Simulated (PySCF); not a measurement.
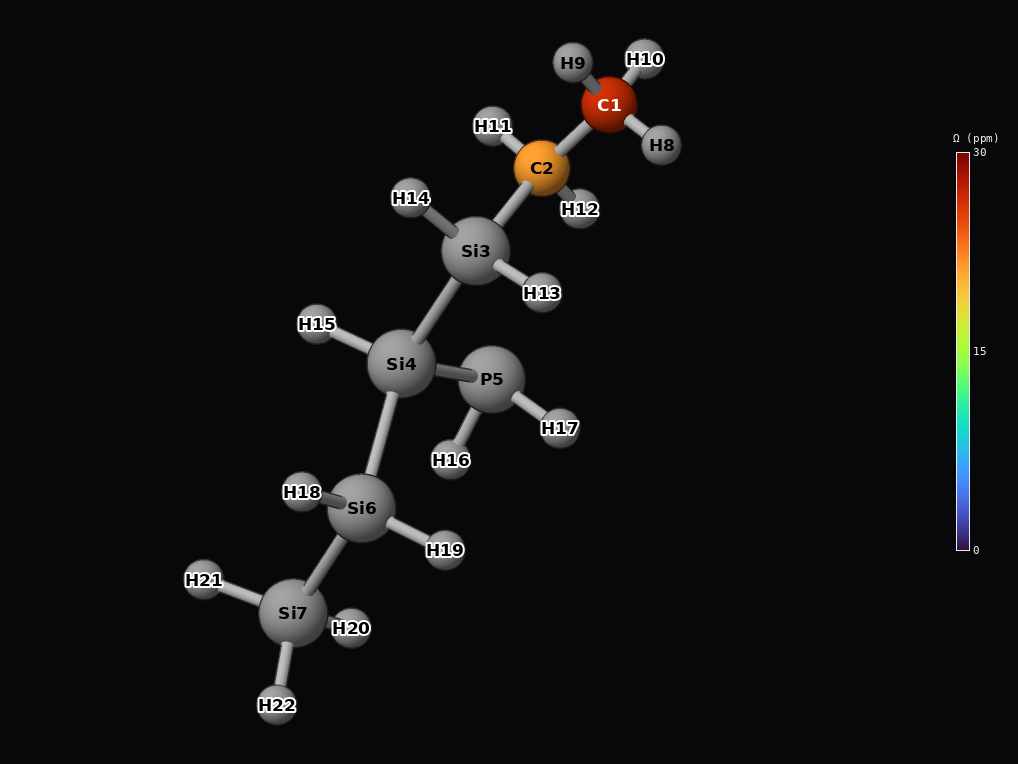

The C atoms are coloured by the span of their shielding tensor. The computed structure is the end point of a GFN2-xTB optimisation. No frequency run is at hand to confirm it as a minimum. Method: GIAO PBE0/pcSseg-1 NMR shielding, non-relativistic, gas phase (PySCF 2.14.0). Principal shieldings σ11 ≤ σ22 ≤ σ33, span Ω = σ33 − σ11, skew κ = 3(σiso − σ22)/Ω.

### Which C atom has the most anisotropic shielding?

C1, with a span of 26 ppm.

Give the shielding tensors of the C atoms.

| atom | σ11 | σ22 | σ33 | σiso | Ω | κ |
| --- | --- | --- | --- | --- | --- | --- |
| C1 | 162.3 | 168.0 | 188.7 | 173.0 | 26.4 | 0.56 |
| C2 | 171.0 | 180.3 | 192.3 | 181.2 | 21.3 | 0.12 |

Shieldings and span in ppm.

The geometry is semi-empirical. Around P, Si such bond lengths and angles can be off by a tenth of an ångström or more and by several degrees, and values that hang on the shape move with them.
